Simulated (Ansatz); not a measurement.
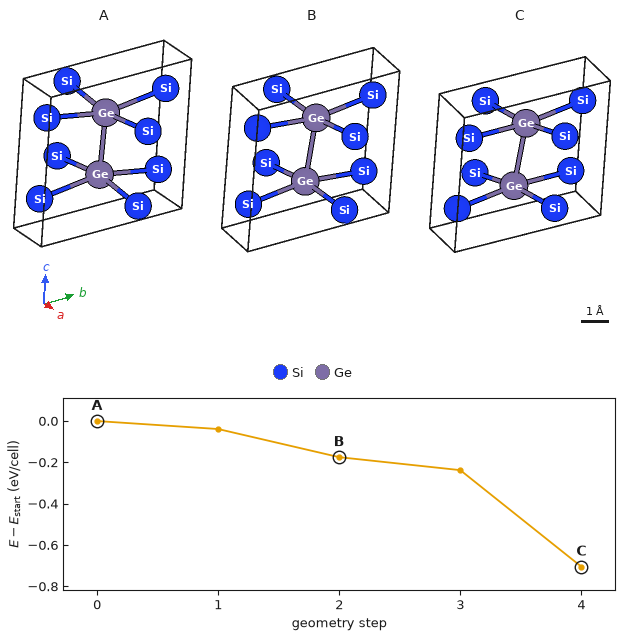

Frames of a relaxation of a crystal of Si$_{4}$Ge (a generated structure, set up in P-1), marked on the history of the run. Style: ball-and-stick. Shown: the cell of the calculation, slightly off an axis.

Method: Ansatz, DFT PBE, scalar-relativistic, plane waves, PAW.

Input
```yaml
crystal:
  lattice:
    - [5.3381396773, 0.0, 0.0]
    - [0.558418268, 5.3791740144, 0.0]
    - [1.8905695967, 1.4912500333, 5.6483941135]
  atoms:
    - { symbol: Si, position: [0.7004331203, 0.0275408125, 0.2770891093] }
    - { symbol: Si, position: [0.7256402214, 0.0374557477, 0.818794496] }
    - { symbol: Si, position: [0.2995668797, 0.9724591875, 0.7229108907] }
    - { symbol: Si, position: [0.2743597786, 0.9625442523, 0.181205504] }
    - { symbol: Si, position: [0.9823032699, 0.7223942439, 0.5851512703] }
    - { symbol: Si, position: [0.9700215369, 0.6885610296, 0.0925843708] }
    - { symbol: Si, position: [0.0176967301, 0.2776057561, 0.4148487297] }
    - { symbol: Si, position: [0.0299784631, 0.3114389704, 0.9074156292] }
    - { symbol: Ge, position: [0.5130450046, 0.5047209535, 0.7071151268] }
    - { symbol: Ge, position: [0.4869549954, 0.4952790465, 0.2928848732] }
basis:
  ecutwfc: 420
kpoints:
  mp_grid: { grid: [8, 8, 8] }
hamiltonian:
  xc: pbe
scf:
  occupations: { method: gaussian, width: 0.1 }
output:
  forces: true
  stress: true
  eigenvalues: true
  write_density: true
  write_potential: true
  elf: true
  volumetric_format: npy
relax:
  adjacent_minimum: "off"
  f_tol: 0.01
  max_steps: 80
  cell: { stress_tol: 0.05 }
```

Run as
```bash
ansatz run input.yaml --threads 1 --pin off --max-ram 2560MiB --backend cpu --events-out ev --progress --plain --runs-dir out
```

What happens along the run?

Answer. The run was cut off at its time limit before the relaxation converged, so the last structure is only a point on the way. The energy falls by 0.704 eV per cell of the calculation in 4 geometry steps. Largest force component: 0.2 eV/Å at the start, 0.35 eV/Å at the end. The pressure goes from 0.19 to −0.20 GPa. The largest moves relative to the cell, 0.38 Å, are those of Si5 and Si7. Si7 goes along [1 0 −3]. By element the largest moves are Si 0.38 Å, Ge 0.19 Å. The drawn cell changes as follows: a 5.338 → 5.643 Å (+5.7 %), b 5.408 → 5.604 Å (+3.6 %), c 6.140 → 5.574 Å (−9.2 %), α 74.1° → 75.9°, β 72.1° → 72.5°, γ 84.1° → 87.9°; the volume changes by +0.4 %. Some distances before and after: Ge9–Ge10 3.543 → 2.907 Å, Si5–Si6 3.051 → 2.513 Å, Si1–Si4 2.939 → 3.417 Å, Si5–Si7 2.842 → 3.299 Å. New bonds form: Ge9–Ge10 (3.54 → 2.91 Å). Among the angles between lasting bonds that change: Si4–Si7–Si6 104.1° → 139.6°, Si3–Si8–Si5 110.8° → 138.1°, Si5–Si2–Ge9 134.9° → 161.5°. The space group stays P-1 (No. 2). From step 0 to 2: Si atoms move most (0.16 Å), volume −0.2 %, energy −0.175 eV per cell of the calculation. From step 2 to 4: Si atoms move most (0.27 Å), volume +0.7 %, energy −0.530 eV per cell of the calculation.

```json
{"step": "0", "E − E(0), meV/atom": "0.00", "largest force component, eV/Å": "0.2012", "pressure, GPa": "0.19", "volume, Å³/atom": "16.219"}
{"step": "1", "E − E(0), meV/atom": "-3.86", "largest force component, eV/Å": "0.1297", "pressure, GPa": "-0.12", "volume, Å³/atom": "16.232"}
{"step": "2", "E − E(0), meV/atom": "-17.48", "largest force component, eV/Å": "0.2248", "pressure, GPa": "-0.55", "volume, Å³/atom": "16.183"}
{"step": "3", "E − E(0), meV/atom": "-23.75", "largest force component, eV/Å": "0.4818", "pressure, GPa": "0.43", "volume, Å³/atom": "16.078"}
{"step": "4", "E − E(0), meV/atom": "-70.45", "largest force component, eV/Å": "0.3453", "pressure, GPa": "-0.20", "volume, Å³/atom": "16.289"}
```
